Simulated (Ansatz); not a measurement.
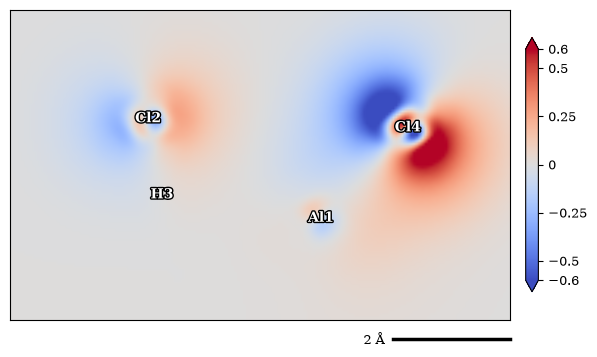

*AlCl···HCl. The HOMO−1 on the molecular plane (values in Å⁻³ᐟ²; the overall sign is arbitrary).*

Not at a stationary point (largest force 1.1 eV/Å).

These are results of RKS r2SCAN-D4/def2-SVP in Ansatz 0.2.0, not measurements.

Where does this orbital lie, and at what energy?

Its weight (Hirshfeld) is mainly on Cl4 (about 80 %) and Cl2 (about 10 %); it is symmetric in the molecular plane (an in-plane orbital: σ, lone-pair or in-plane π type); largely a lone pair of Cl4. Its energy is −8.11 eV.
